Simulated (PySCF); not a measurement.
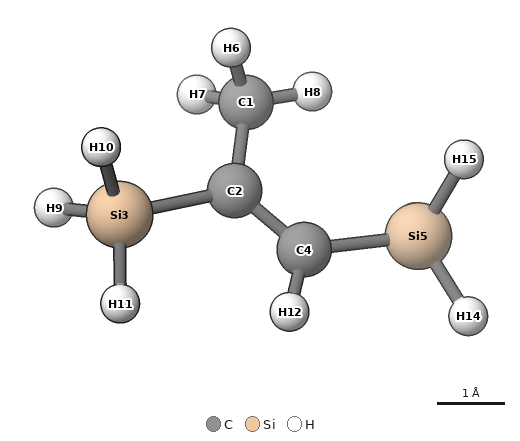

Starting structure of C$_{3}$H$_{10}$Si$_{2}$. The picture is a ball-and-stick view, seen at a tilt.

The start comes from GFN2-xTB. Its atoms were then displaced at random by about 0.01 Å.

These are results of PySCF, PBE0-D3(BJ)/def2-SVP geometry optimisation, gas phase, not measurements.

```xyz
15

C    -0.4916    1.3481    0.3425
C    -0.4677   -0.0763   -0.0520
Si   -2.1598   -0.8884   -0.3805
C     0.7221   -0.7367   -0.1644
Si    2.4289   -0.0916    0.1139
H    -1.1001    1.4994    1.2482
H    -0.9950    1.9510   -0.4423
H     0.4980    1.7882    0.4982
H    -2.8309   -0.1557   -1.4249
H    -2.9547   -0.8139    0.8571
H    -1.9547   -2.2865   -0.7490
H     0.6332   -1.7824   -0.4413
H     2.7094    1.0223   -0.8108
H     3.3563   -1.1796   -0.1037
H     2.5912    0.3847    1.5018
```

> Predict the outcome.

The atom that moves furthest after the best rigid fit is H9 (0.085 Å). Largest moves by element: H 0.085 Å, C 0.055 Å, Si 0.040 Å. Near-neighbour distances that change, for instance: Si3–H9 1.442 → 1.497 Å, Si5–H14 1.446 → 1.494 Å, C4–Si5 1.846 → 1.880 Å, Si3–H11 1.460 → 1.493 Å. Among the angles between lasting bonds that change: Si3–C2–C4 123.6° → 119.5°, C2–C4–H12 114.6° → 117.9°, C1–C2–C4 120.1° → 123.4°. After 9 geometry steps the energy has fallen by 3.60 kcal/mol.

The structure at the end:

```xyz
15

C    -0.5022    1.3970    0.3432
C    -0.4678   -0.0538   -0.0426
Si   -2.1233   -0.8955   -0.3672
C     0.6740   -0.7622   -0.1646
Si    2.4135   -0.1058    0.1156
H    -1.0760    1.5425    1.2739
H    -1.0068    1.9998   -0.4307
H     0.5017    1.8229    0.4979
H    -2.8443   -0.2120   -1.4874
H    -2.9996   -0.8054    0.8438
H    -1.9021   -2.3299   -0.7169
H     0.5938   -1.8205   -0.4480
H     2.7213    1.0534   -0.7801
H     3.3917   -1.1973   -0.1723
H     2.6108    0.3494    1.5281
```

After the run, drawn alike:

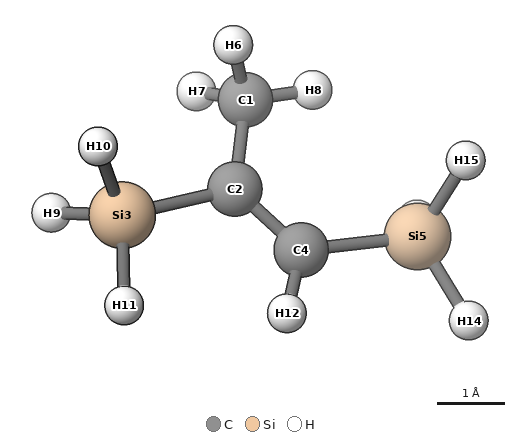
